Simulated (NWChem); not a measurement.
**Energy and gradient calculation, with input and output: C₂H₃F₃S (part 2 of 2)**

Continued. System: C₂H₃F₃S. Method: HF/STO-3G, RHF (NWChem 7.3.0). The geometry comes from this level: PBE0-D4/def2-TZVP.

Geometry of the input (Å):
```
C  -0.2646  -1.1001  0.8101
S  1.1807  -0.3345  0.0601
C  0.3524  1.0228  -0.7768
F  -0.5501  0.6094  -1.6736
F  1.2706  1.7420  -1.4182
F  -0.2965  1.8356  0.0645
H  0.1125  -1.9583  1.3663
H  -0.9619  -1.4474  0.0492
H  -0.7544  -0.4158  1.5013
```

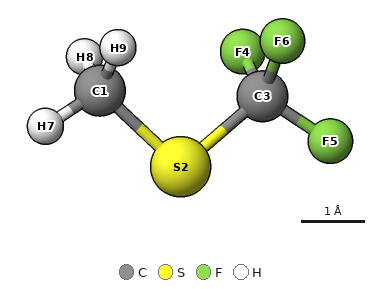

Fig. 1: The input geometry (ball-and-stick view, seen at a tilt; atoms are numbered from 1 in the order of the input).

### What the program printed, continued
```
 Vector   17  Occ=2.000000D+00  E=-6.723760D-01
              MO Center=  3.2D-01,  1.3D+00, -9.7D-01, r^2= 2.0D+00
   Bfn.  Coefficient  Atom+Function         Bfn.  Coefficient  Atom+Function
  ----- ------------  ---------------      ----- ------------  ---------------
    17      0.408205  3 C  px                24     -0.395536  4 F  pz
    33      0.351667  6 F  py                26     -0.309525  5 F  s
    28     -0.285076  5 F  py                27     -0.238471  5 F  px
    29      0.235121  5 F  pz                19     -0.167639  3 C  pz
    32      0.163313  6 F  px                18      0.151853  3 C  py

 Vector   18  Occ=2.000000D+00  E=-6.714390D-01
              MO Center=  8.7D-02,  1.3D+00, -9.0D-01, r^2= 1.8D+00
   Bfn.  Coefficient  Atom+Function         Bfn.  Coefficient  Atom+Function
  ----- ------------  ---------------      ----- ------------  ---------------
    22     -0.405424  4 F  px                19      0.379939  3 C  pz
    32      0.367133  6 F  px                29      0.331476  5 F  pz
    18      0.268496  3 C  py                21      0.261904  4 F  s
    31     -0.261389  6 F  s                 28      0.233159  5 F  py
    33     -0.165627  6 F  py

 Vector   19  Occ=2.000000D+00  E=-6.434716D-01
              MO Center=  3.6D-01,  3.1D-01, -2.8D-01, r^2= 3.3D+00
   Bfn.  Coefficient  Atom+Function         Bfn.  Coefficient  Atom+Function
  ----- ------------  ---------------      ----- ------------  ---------------
    11      0.486126  2 S  s                 23      0.328998  4 F  py
    34     -0.278976  6 F  pz                18      0.258864  3 C  py
     3      0.255128  1 C  px                27     -0.239070  5 F  px
    28      0.220458  5 F  py                13     -0.184922  2 S  py
    33      0.171569  6 F  py                17     -0.166619  3 C  px

 Vector   20  Occ=2.000000D+00  E=-5.693648D-01
              MO Center= -4.4D-01, -8.5D-01,  6.5D-01, r^2= 1.8D+00
   Bfn.  Coefficient  Atom+Function         Bfn.  Coefficient  Atom+Function
  ----- ------------  ---------------      ----- ------------  ---------------
     5      0.444036  1 C  pz                36     -0.387772  8 H  s
    37      0.385779  9 H  s                  4      0.312990  1 C  py

 Vector   21  Occ=2.000000D+00  E=-5.527783D-01
              MO Center= -1.0D-01, -1.0D+00,  7.4D-01, r^2= 2.6D+00
   Bfn.  Coefficient  Atom+Function         Bfn.  Coefficient  Atom+Function
  ----- ------------  ---------------      ----- ------------  ---------------
    35      0.472129  7 H  s                  4     -0.402767  1 C  py
     3      0.282015  1 C  px                 5      0.242865  1 C  pz
    37     -0.200836  9 H  s                 27      0.198611  5 F  px
    36     -0.197353  8 H  s

 Vector   22  Occ=2.000000D+00  E=-5.234984D-01
              MO Center=  3.0D-01,  1.4D+00, -1.0D+00, r^2= 2.1D+00
   Bfn.  Coefficient  Atom+Function         Bfn.  Coefficient  Atom+Function
  ----- ------------  ---------------      ----- ------------  ---------------
    28      0.446622  5 F  py                32      0.420950  6 F  px
    27     -0.378381  5 F  px                22      0.362762  4 F  px
    23     -0.360051  4 F  py                34      0.296833  6 F  pz
    29     -0.260073  5 F  pz

 Vector   23  Occ=2.000000D+00  E=-5.163282D-01
              MO Center= -1.6D-01,  1.2D+00, -8.2D-01, r^2= 2.2D+00
   Bfn.  Coefficient  Atom+Function         Bfn.  Coefficient  Atom+Function
  ----- ------------  ---------------      ----- ------------  ---------------
    23      0.517542  4 F  py                33     -0.502594  6 F  py
    34      0.360995  6 F  pz                24     -0.339840  4 F  pz
    29     -0.324325  5 F  pz                28     -0.228887  5 F  py

 Vector   24  Occ=2.000000D+00  E=-4.847341D-01
              MO Center=  1.9D-01,  1.4D+00, -1.0D+00, r^2= 1.9D+00
   Bfn.  Coefficient  Atom+Function         Bfn.  Coefficient  Atom+Function
  ----- ------------  ---------------      ----- ------------  ---------------
    29      0.494905  5 F  pz                32     -0.473669  6 F  px
    22      0.413467  4 F  px                24     -0.388582  4 F  pz
    28      0.349261  5 F  py                33     -0.312745  6 F  py

 Vector   25  Occ=2.000000D+00  E=-4.704162D-01
              MO Center=  2.0D-01,  1.4D+00, -1.0D+00, r^2= 1.9D+00
   Bfn.  Coefficient  Atom+Function         Bfn.  Coefficient  Atom+Function
  ----- ------------  ---------------      ----- ------------  ---------------
    27      0.586218  5 F  px                22      0.447141  4 F  px
    32      0.448299  6 F  px                33      0.251152  6 F  py
    24     -0.246732  4 F  pz                23      0.241740  4 F  py
    34     -0.234052  6 F  pz

 Vector   26  Occ=2.000000D+00  E=-4.676091D-01
              MO Center=  1.0D-02,  1.3D+00, -9.5D-01, r^2= 1.9D+00
   Bfn.  Coefficient  Atom+Function         Bfn.  Coefficient  Atom+Function
  ----- ------------  ---------------      ----- ------------  ---------------
    34      0.545467  6 F  pz                23      0.463681  4 F  py
    29      0.410787  5 F  pz                24      0.387418  4 F  pz
    28      0.289870  5 F  py                33      0.195773  6 F  py
    32      0.174687  6 F  px

 Vector   27  Occ=2.000000D+00  E=-4.235735D-01
              MO Center=  6.7D-01, -1.5D-01,  7.4D-03, r^2= 3.0D+00
   Bfn.  Coefficient  Atom+Function         Bfn.  Coefficient  Atom+Function
  ----- ------------  ---------------      ----- ------------  ---------------
    12      0.411830  2 S  px                 3     -0.372328  1 C  px
    28      0.318309  5 F  py                11      0.297049  2 S  s
    13      0.270833  2 S  py                14     -0.250665  2 S  pz
     4     -0.244538  1 C  py                 5      0.226892  1 C  pz
    29     -0.209852  5 F  pz

 Vector   28  Occ=2.000000D+00  E=-3.565231D-01
              MO Center=  7.7D-01,  2.1D-01, -2.6D-01, r^2= 2.8D+00
   Bfn.  Coefficient  Atom+Function         Bfn.  Coefficient  Atom+Function
  ----- ------------  ---------------      ----- ------------  ---------------
    12      0.538861  2 S  px                11      0.347580  2 S  s
    13     -0.301818  2 S  py                33     -0.293727  6 F  py
    23     -0.254303  4 F  py                18      0.252532  3 C  py
    28     -0.228708  5 F  py                24      0.195743  4 F  pz
    22      0.180046  4 F  px                 8     -0.173346  2 S  px

 Vector   29  Occ=2.000000D+00  E=-2.878852D-01
              MO Center=  1.0D+00, -3.2D-01,  7.1D-02, r^2= 1.4D+00
   Bfn.  Coefficient  Atom+Function         Bfn.  Coefficient  Atom+Function
  ----- ------------  ---------------      ----- ------------  ---------------
    14      0.814796  2 S  pz                13      0.574600  2 S  py
    10     -0.246421  2 S  pz                 9     -0.173776  2 S  py
    36      0.155205  8 H  s                 37     -0.154537  9 H  s

 Vector   30  Occ=0.000000D+00  E= 4.121123D-01
              MO Center=  7.3D-01, -8.7D-02, -4.9D-02, r^2= 1.9D+00
   Bfn.  Coefficient  Atom+Function         Bfn.  Coefficient  Atom+Function
  ----- ------------  ---------------      ----- ------------  ---------------
    13      0.805126  2 S  py                14     -0.578752  2 S  pz
    16     -0.516561  3 C  s                 18      0.499663  3 C  py
     2      0.367906  1 C  s                 19     -0.340330  3 C  pz
     3      0.305324  1 C  px                 4      0.251447  1 C  py
     5     -0.221603  1 C  pz                 9     -0.218327  2 S  py

 Vector   31  Occ=0.000000D+00  E= 4.570484D-01
              MO Center=  5.2D-01, -2.2D-01,  7.3D-02, r^2= 1.8D+00
   Bfn.  Coefficient  Atom+Function         Bfn.  Coefficient  Atom+Function
  ----- ------------  ---------------      ----- ------------  ---------------
    12      0.856416  2 S  px                11     -0.665456  2 S  s
     3      0.558526  1 C  px                 2      0.485451  1 C  s
    16      0.470696  3 C  s                 17      0.382344  3 C  px
    18     -0.334203  3 C  py                 4      0.292198  1 C  py
     5     -0.288108  1 C  pz                 8     -0.228166  2 S  px

 Vector   32  Occ=0.000000D+00  E= 5.977194D-01
              MO Center=  1.8D-01,  1.0D+00, -7.4D-01, r^2= 1.3D+00
   Bfn.  Coefficient  Atom+Function         Bfn.  Coefficient  Atom+Function
  ----- ------------  ---------------      ----- ------------  ---------------
    19      0.860526  3 C  pz                18      0.607565  3 C  py
    22      0.446768  4 F  px                32     -0.367955  6 F  px
    21      0.352184  4 F  s                 31     -0.351737  6 F  s
    33      0.298543  6 F  py                24      0.287144  4 F  pz
    34      0.251915  6 F  pz                29     -0.190059  5 F  pz

 Vector   33  Occ=0.000000D+00  E= 6.135196D-01
              MO Center=  3.3D-01,  6.6D-01, -5.2D-01, r^2= 2.6D+00
   Bfn.  Coefficient  Atom+Function         Bfn.  Coefficient  Atom+Function
  ----- ------------  ---------------      ----- ------------  ---------------
    17      0.881558  3 C  px                35     -0.412132  7 H  s
    26     -0.364982  5 F  s                  4     -0.351644  1 C  py
    28      0.333924  5 F  py                24      0.328117  4 F  pz
    19     -0.315946  3 C  pz                27      0.312933  5 F  px
    12     -0.306418  2 S  px                33     -0.293974  6 F  py

 Vector   34  Occ=0.000000D+00  E= 6.737894D-01
              MO Center=  1.9D-01,  1.4D+00, -9.9D-01, r^2= 1.1D+00
   Bfn.  Coefficient  Atom+Function         Bfn.  Coefficient  Atom+Function
  ----- ------------  ---------------      ----- ------------  ---------------
    16      0.970800  3 C  s                 18      0.534225  3 C  py
    27      0.457955  5 F  px                34      0.412867  6 F  pz
    26     -0.371531  5 F  s                 21     -0.351202  4 F  s
    31     -0.351263  6 F  s                 19     -0.339560  3 C  pz
    22     -0.320210  4 F  px                24     -0.299203  4 F  pz

 Vector   35  Occ=0.000000D+00  E= 6.917434D-01
              MO Center= -2.6D-01, -9.3D-01,  7.0D-01, r^2= 2.2D+00
   Bfn.  Coefficient  Atom+Function         Bfn.  Coefficient  Atom+Function
  ----- ------------  ---------------      ----- ------------  ---------------
     3      0.793371  1 C  px                35     -0.748491  7 H  s
    37      0.614712  9 H  s                  4     -0.600151  1 C  py
    36      0.586305  8 H  s                 17     -0.364610  3 C  px
     5      0.290390  1 C  pz                 2     -0.222006  1 C  s
    13      0.206015  2 S  py

 Vector   36  Occ=0.000000D+00  E= 6.953599D-01
              MO Center= -5.3D-01, -9.7D-01,  7.4D-01, r^2= 1.4D+00
   Bfn.  Coefficient  Atom+Function         Bfn.  Coefficient  Atom+Function
  ----- ------------  ---------------      ----- ------------  ---------------
     5      0.895056  1 C  pz                36      0.864771  8 H  s
    37     -0.841554  9 H  s                  4      0.623686  1 C  py

 Vector   37  Occ=0.000000D+00  E= 7.139310D-01
              MO Center= -4.0D-01, -1.3D+00,  1.0D+00, r^2= 1.6D+00
   Bfn.  Coefficient  Atom+Function         Bfn.  Coefficient  Atom+Function
  ----- ------------  ---------------      ----- ------------  ---------------
     2      1.368296  1 C  s                 35     -0.899238  7 H  s
    37     -0.651729  9 H  s                 36     -0.648083  8 H  s
     4     -0.374444  1 C  py                 5      0.307522  1 C  pz
     3     -0.269056  1 C  px                 1     -0.213339  1 C  s
    17     -0.163893  3 C  px

 center of mass
 --------------
 x =   0.73708450 y =   1.04387416 z =  -0.85130989

 moments of inertia (a.u.)
 ------------------
         776.644447728648          10.574492690403           4.815095786134
          10.574492690403         557.854406590920         212.360186125500
           4.815095786134         212.360186125500         710.626832288177

  Mulliken analysis of the total density
  --------------------------------------

    Atom       Charge   Shell Charges
 -----------   ------   -------------------------------------------------------
    1 C    6     6.27   1.99  1.23  3.05
    2 S   16    15.84   2.00  2.00  5.96  1.85  4.03
    3 C    6     5.64   1.99  1.15  2.50
    4 F    9     9.16   2.00  1.94  5.22
    5 F    9     9.16   2.00  1.94  5.22
    6 F    9     9.16   2.00  1.94  5.22
    7 H    1     0.92   0.92
    8 H    1     0.92   0.92
    9 H    1     0.92   0.92

       Multipole analysis of the density wrt the origin
       ------------------------------------------------

     L   x y z        total         open         nuclear
     -   - - -        -----         ----         -------
     0   0 0 0     -0.000000      0.000000     58.000000

     1   1 0 0     -0.174114      0.000000     40.875154
     1   0 1 0     -0.429264      0.000000     52.998692
     1   0 0 1      0.328303      0.000000    -43.780230

     2   2 0 0    -27.785503      0.000000    153.632852
     2   1 1 0      0.078343      0.000000     39.570024
     2   1 0 1      0.011508      0.000000    -39.008146
     2   0 2 0    -27.126912      0.000000    294.289009
     2   0 1 1     -0.155847      0.000000   -157.680173
     2   0 0 2    -27.229998      0.000000    196.717347

                              NWChem Gradients Module
                              -----------------------

                                      C2H3F3S

  wavefunction    =   RHF

                         RHF ENERGY GRADIENTS

    atom               coordinates                        gradient
                 x          y          z           x          y          z
   1 C      -0.500022  -2.078888   1.530867   -0.008974   0.001242   0.000263
   2 S       2.231200  -0.632113   0.113573   -0.013379   0.019638  -0.011891
   3 C       0.665939   1.932812  -1.467939   -0.005704   0.021393  -0.014183
   4 F      -1.039538   1.151599  -3.162646    0.032869   0.018288   0.033859
   5 F       2.401086   3.291903  -2.680010   -0.038640  -0.031283   0.027702
   6 F      -0.560304   3.468781   0.121887    0.023002  -0.029651  -0.034057
   7 H       0.212594  -3.700651   2.581933    0.006490  -0.002429   0.000858
   8 H      -1.817728  -2.735190   0.092975    0.001661  -0.001137  -0.004864
   9 H      -1.425609  -0.785748   2.837046    0.002674   0.003940   0.002313

                 ----------------------------------------
                 |  Time  |  1-e(secs)   |  2-e(secs)   |
                 ----------------------------------------
                 |  CPU   |       0.00   |       0.35   |
                 ----------------------------------------
                 |  WALL  |       0.00   |       0.35   |
                 ----------------------------------------

 Task  times  cpu:        2.6s     wall:        2.6s
 Total times  cpu:        2.6s     wall:        2.6s
```

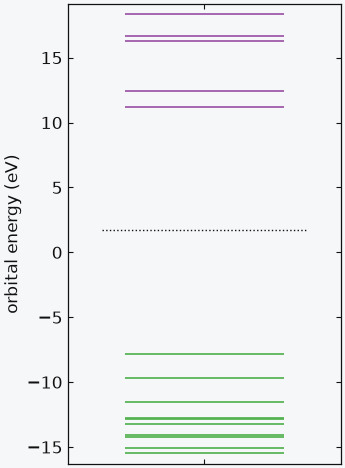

Fig. 2: Orbital energies near the frontier; the dotted line parts filled from empty levels, and levels within 0.02 eV of each other stand side by side. Highest filled −7.83 eV, lowest empty 11.21 eV, 19.04 eV apart.

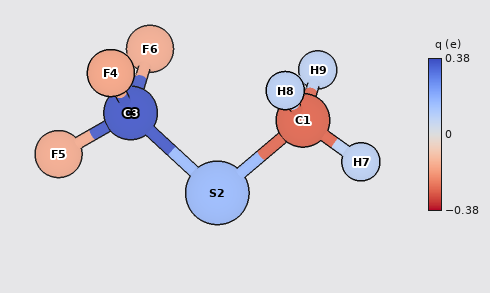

Fig. 3: Mulliken charges, as the colour of each atom (ball-and-stick view, seen at an oblique angle; atoms are numbered from 1 in the order of the input). By element: C −0.27 to +0.36, S +0.16, F −0.16 and H +0.08 e.

### Key numbers

- outcome: converged
- total energy: −763.862103 hartree
- basis functions: 37
- largest force: 2.927 eV/Å
- HOMO: −7.83 eV
- LUMO: 11.21 eV
- dipole moment: 1.44 D
- wall time: 3.3 s
- peak memory: 0.1 GiB
